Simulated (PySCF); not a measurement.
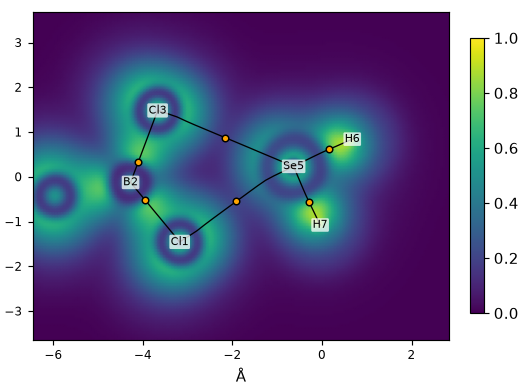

Figure. BCl3H2Se, SMILES `ClB(Cl)Cl.[SeH2]`. Localised orbital locator (LOL) in the plane of Cl1, B2, Cl3, Se5, H6 and H7, with bond paths and bond critical points (dots).

Level of theory: HF/def2-TZVP (PySCF), at a geometry from GFN2-xTB. The pair's geometry is semi-empirical, so its contact may be too short or too long. GFN2-xTB bond lengths at metals and heavier atoms can be off by up to 0.1 Å and shapes distorted, which carries into these values.

**Rank the bonds in the plane by LOL at their critical points.**

Se5–H7: about 0.66; Se5–H6: about 0.65; B2–Cl3: about 0.44; Cl1–B2: about 0.43; Cl1–Se5: about 0.21; Cl3–Se5: about 0.18. Values above 0.5 mark slow, localised electrons, as in shared pairs; low values at a critical point mark a polar or closed-shell contact whose critical point lies between the shells.

**Where along Cl1–B2 does the critical point lie?**

1.23 Å from Cl1 and 0.50 Å from B2.
